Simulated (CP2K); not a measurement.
# HO2 (hydroperoxy) at PM3

Aim: the vertical ionisation energy of HO2 (hydroperoxy) at PM3, from 2 runs. 

The calculation is run with CP2K 2026.2.

3 further runs of the same task are left out: 3 that didn't finish.

**1. The system as given**

The species is HO2 (3 atoms), meant as a doublet with charge 0. SMILES: `[O]O`. Geometry: relaxed at PBE0-D4/def2-TZVP.

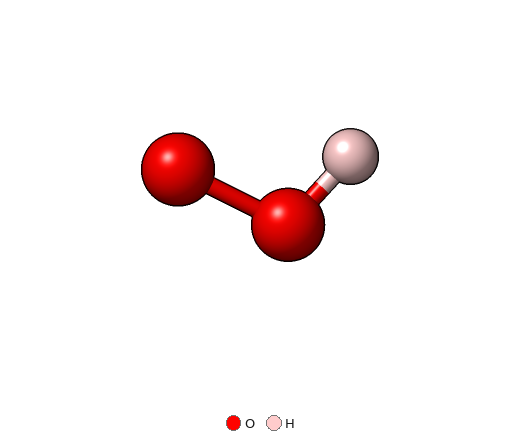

Viewed from a chosen angle; oxygen red, hydrogen pink.

**2. A single-point energy at PM3**

Contents of molecule.xyz:

```xyz
3

O     -0.355150     0.941950    -0.088650
O     -0.244540    -0.359400    -0.172440
H      0.599690    -0.582550     0.261090
```

Contents of calc.inp:

```
&GLOBAL
 PROJECT_NAME calc
 RUN_TYPE ENERGY
 PRINT_LEVEL MEDIUM
&END GLOBAL

&FORCE_EVAL
 METHOD QS
 &DFT
  CHARGE 0
  MULTIPLICITY 2
  UNRESTRICTED_KOHN_SHAM T
  &QS
   METHOD PM3
   EPS_DEFAULT 1.0E-10
   &SE
    &COULOMB
     CUTOFF [angstrom] 50
     RC_RANGE [angstrom] 0
    &END COULOMB
    &EXCHANGE
     CUTOFF [angstrom] 50
     RC_RANGE [angstrom] 0
    &END EXCHANGE
   &END SE
  &END QS
  &POISSON
   PERIODIC NONE
   POISSON_SOLVER ANALYTIC
  &END POISSON
  &SCF
   SCF_GUESS ATOMIC
   EPS_SCF 1.0E-06
   MAX_SCF 80
   ADDED_MOS 2
   &DIAGONALIZATION
    ALGORITHM STANDARD
   &END DIAGONALIZATION
   &MIXING
    METHOD DIRECT_P_MIXING
    ALPHA 0.4
   &END MIXING
  &END SCF
  &PRINT
   &MOMENTS
    PERIODIC F
    REFERENCE COM
    MAX_MOMENT 1
   &END MOMENTS
   &MO ON
    ENERGIES T
    OCCUPATION_NUMBERS T
    NDIGITS 6
    &EACH
     QS_SCF 0
    &END EACH
    ADD_LAST NUMERIC
   &END MO
   &HIRSHFELD OFF
   &END HIRSHFELD
  &END PRINT
 &END DFT
 &SUBSYS
  # vacuum box
  &CELL
   ABC [angstrom] 11 11.5 10.4
   PERIODIC NONE
  &END CELL
  &TOPOLOGY
   COORD_FILE_NAME molecule.xyz
   COORD_FILE_FORMAT XYZ
   &CENTER_COORDINATES
   &END CENTER_COORDINATES
  &END TOPOLOGY
 &END SUBSYS
&END FORCE_EVAL
```

Started as:

```
$ OMP_NUM_THREADS=1 cp2k.psmp -i calc.inp -o calc.out
```

Output, cut to the lines that bear on the results:

```text
CP2K| version string:                                       CP2K version 2026.2
[...]
 GLOBAL| Method name                                                        CP2K
[...]
 GLOBAL| Run type                                                         ENERGY
[...]
                             - Atoms:                                          3
[...]
                             - Spherical basis functions:                      9
[...]
 Number of electrons:                                                          7
[...]
     1 P_Mix/Diag. 0.40E+00    0.0     0.47523346       -19.6263710025 -1.96E+01
[...]
    17 DIIS/Diag.  0.21E-06    0.0     0.00000031       -22.0217489295 -3.06E-12
  *** SCF run converged in    17 steps ***
  Core-core repulsion energy [eV]:                            447.65449005841896
  Core Hamiltonian energy [eV]:                              -975.86719302160805
  Two-electron integral energy [eV]:                         -142.05912069779453
  Electronic energy [eV]:                                   -1046.89675337050539
  Total energy [eV]:                                         -599.24226331208638
  Atomic reference energy [eV]:                               599.18253533960331
  Heat of formation [kcal/mol]:                                -1.37735987547570
[...]
 SE_DIPOLE| Moment [Debye]         -1.34482375       1.23197103      -0.59372680
 SE_DIPOLE| Derivative [a.u.]       0.00000000       0.00000000       0.00000000
 ENERGY| Total FORCE_EVAL ( QS ) energy [hartree]            -22.021748929454215
[...]
```

It took 0.28 s on 1 thread of Arm Neoverse V1, shared host.

**3. The singlet cation, same level**

molecule.xyz is that of step 2.

Contents of mol.inp:

```
&GLOBAL
 PROJECT_NAME mol
 RUN_TYPE ENERGY
 PRINT_LEVEL MEDIUM
&END GLOBAL

&FORCE_EVAL
 METHOD Quickstep
 &DFT
  CHARGE 1
  &QS
   METHOD PM3
   EPS_DEFAULT 1.0E-10
   &SE
    &COULOMB
     CUTOFF [angstrom] 50
     RC_RANGE [angstrom] 0
    &END COULOMB
    &EXCHANGE
     CUTOFF [angstrom] 50
     RC_RANGE [angstrom] 0
    &END EXCHANGE
   &END SE
  &END QS
  &POISSON
   PERIODIC NONE
   POISSON_SOLVER ANALYTIC
  &END POISSON
  &SCF
   SCF_GUESS ATOMIC
   EPS_SCF 1.0E-06
   MAX_SCF 80
   ADDED_MOS 2
   &DIAGONALIZATION
    ALGORITHM STANDARD
   &END DIAGONALIZATION
   &MIXING
    METHOD DIRECT_P_MIXING
    ALPHA 0.4
   &END MIXING
  &END SCF
  &PRINT
   &MOMENTS
    PERIODIC F
    REFERENCE COM
    MAX_MOMENT 1
   &END MOMENTS
   &MO ON
    ENERGIES T
    OCCUPATION_NUMBERS T
    NDIGITS 6
    &EACH
     QS_SCF 0
    &END EACH
    ADD_LAST NUMERIC
   &END MO
   &HIRSHFELD OFF
   &END HIRSHFELD
  &END PRINT
 &END DFT
 &SUBSYS
  &CELL
   ABC 11 11.5 10.4
   PERIODIC NONE
  &END CELL
  &TOPOLOGY
   COORD_FILE_NAME molecule.xyz
   COORD_FILE_FORMAT XYZ
   &CENTER_COORDINATES
   &END CENTER_COORDINATES
  &END TOPOLOGY
 &END SUBSYS
&END FORCE_EVAL
```

Started as:

```
$ OMP_NUM_THREADS=1 cp2k.psmp mol.inp > mol.out
```

Output, cut to the lines that bear on the results:

```text
CP2K| version string:                                       CP2K version 2026.2
[...]
 GLOBAL| Method name                                                        CP2K
[...]
 GLOBAL| Run type                                                         ENERGY
[...]
                             - Atoms:                                          3
[...]
                             - Spherical basis functions:                      9
[...]
 Number of electrons:                                                         12
[...]
     1 P_Mix/Diag. 0.40E+00    0.0     0.94488126       -18.9388113945 -1.89E+01
[...]
    17 DIIS/Diag.  0.47E-06    0.0     0.00000037       -21.5850778307 -2.50E-12
  *** SCF run converged in    17 steps ***
  Core-core repulsion energy [eV]:                            447.65449005841896
  Core Hamiltonian energy [eV]:                              -913.39221052998357
  Two-electron integral energy [eV]:                         -243.24423590621430
  Electronic energy [eV]:                                   -1035.01432848309082
  Total energy [eV]:                                         -587.35983842467169
  Atomic reference energy [eV]:                               599.18253533960331
  Heat of formation [kcal/mol]:                               272.63788930987249
[...]
 SE_DIPOLE| Moment [Debye]         -1.66315024       1.13934243      -0.77673033
 SE_DIPOLE| Derivative [a.u.]       0.00000000       0.00000000       0.00000000
 ENERGY| Total FORCE_EVAL ( QS ) energy [hartree]            -21.585077830694509
[...]
```

Run time: 0.29 s. Hardware: 1 thread of Arm Neoverse V1, shared host.

**4. Outcome**

At PM3:

```
                                          quantity           value
                         doublet HO2: total energy    -22.02175 Eh
                        doublet HO2: dipole moment          1.92 D
   doublet HO2: HOMO energy (highest over α and β)       -11.76 eV
    doublet HO2: LUMO energy (lowest over α and β)        -0.53 eV
                    doublet HO2: heat of formation   -1.4 kcal/mol
                      singlet cation: total energy    -21.58508 Eh
                       singlet cation: HOMO energy       -21.99 eV
                       singlet cation: LUMO energy       -11.68 eV
                     singlet cation: HOMO–LUMO gap        10.31 eV
                 singlet cation: heat of formation  272.6 kcal/mol
vertical ionisation energy (to the singlet cation)       11.882 eV
```

**Reading.** The vertical ionisation energy comes to 11.88 eV (1146 kJ/mol). Only the singlet of the ionised species was computed; a triplet could lie lower.
